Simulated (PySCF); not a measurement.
**H6Ta (charge −1): density, localisation and related maps**

Input file:

```
mol = gto.M(atom='''
Ta     0.00000     0.00000     0.09971
H      1.67710    -0.00000     0.84718
H     -0.83855     1.45241     0.84718
H     -0.83855    -1.45241     0.84718
H      1.16623    -0.00000    -1.24916
H     -0.58311     1.00998    -1.24916
H     -0.58312    -1.00998    -1.24916''',
    basis={'Ta': 'def2-SVP', 'H': 'def2-SVP'},
    ecp={'Ta': 'def2-SVP'},
    charge=-1, spin=0)
mf = dft.RKS(mol, xc='R2SCAN')
mf.grids.atom_grid = (75, 302)  # f atoms: at least (60, 302), unpruned
mf = mf.density_fit()  # Ta def2-universal-JKFIT, H def2-universal-JKFIT
mf.conv_tol = 1e-09; mf.max_cycle = 55
mf.kernel(dm0)
```

Run with:

```sh
OMP_NUM_THREADS=2 python run.py
```

Core potentials replace the inner electrons of Ta.

Computed with RKS r2SCAN, Ta def2-SVP with ECP60, H def2-SVP; non-relativistic Hamiltonian with scalar-relativistic core potentials where named; density fitting in PySCF.

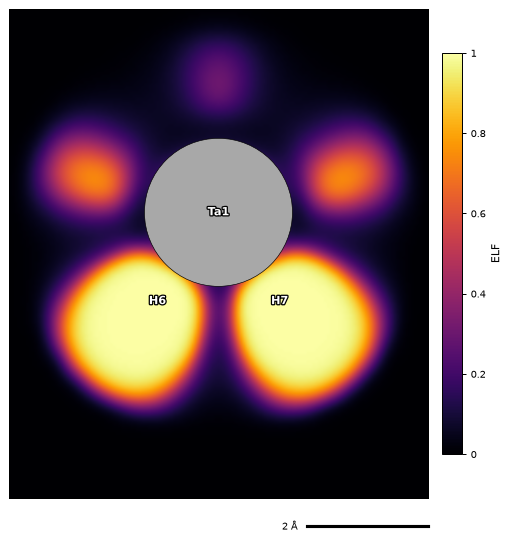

Figure 1. ELF on the plane of atoms H6, Ta1 and H7. Grey discs cover the atomic cores.

Read the bonding off the picture.

The plane passes through Ta and H nuclei.
Ta–H (1.78 Å): the ELF climbs to about 1 towards the hydrogen.

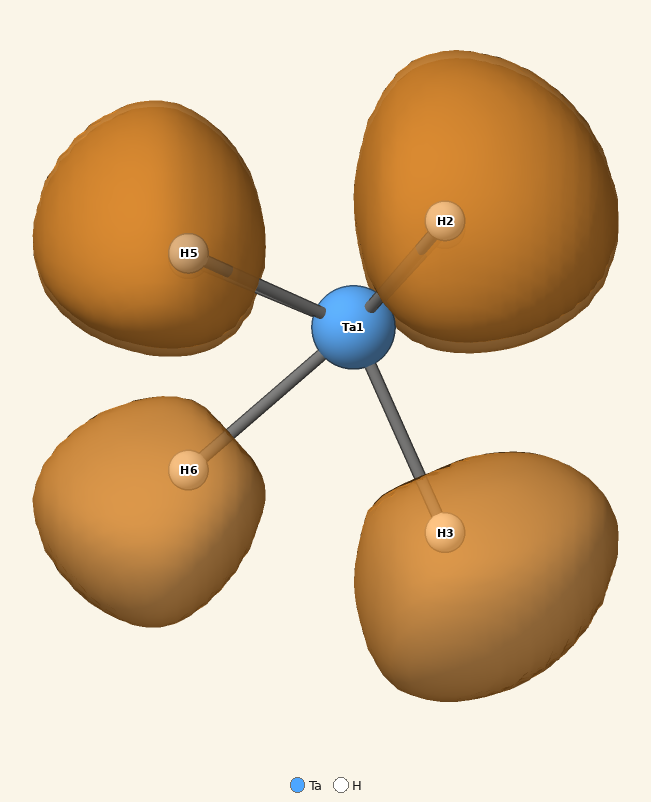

Figure 2. Isosurface of the ELF at 0.9 (orange), seen from one side. Core shells and regions of very low density are left out.

Describe the localisation domains.

The ELF exceeds this value in six regions around hydrogen nuclei.
